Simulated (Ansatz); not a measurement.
The figure comes from a scan of Rh (fcc, Cu type): one Rh atom of a 4-atom cell moves by s along Cartesian x, with its periodic images. These are PBE (plane waves to 420 eV, PAW, scalar-relativistic; Ansatz, a program for electronic structure) values and carry that method's errors. k mesh 10×10×10 (Γ-centred), Fermi-Dirac smearing 0.05 eV. E stands for the smeared free energy. With partly filled bands, energies and forces of such displacements shift with the k mesh and the smearing. Rh is run without spin polarisation. Rh was relaxed with its symmetry unable to fall. ΔE is measured from the undisplaced structure.

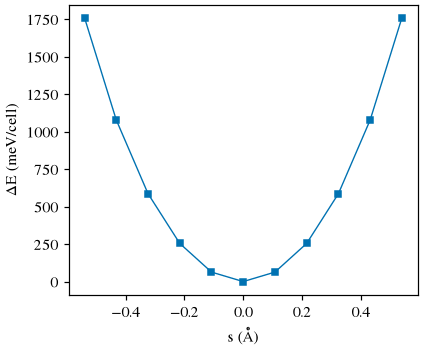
Fig. 1. ΔE (meV/cell) against s (Å); computed points joined by lines.

Task: List the plotted points as numbers.

Result: To the nearest 50:

| s (Å) | ΔE (meV/cell) |
|---|---|
| -0.540 | 1750 |
| -0.432 | 1100 |
| -0.324 | 600 |
| -0.216 | 250 |
| -0.108 | 50 |
| 0.000 | 0 |
| 0.108 | 50 |
| 0.216 | 250 |
| 0.324 | 600 |
| 0.432 | 1100 |
| 0.540 | 1750 |

(A displaced cell: forces are minus the slopes of the energy, force constants its curvatures, and phonons follow from these.)
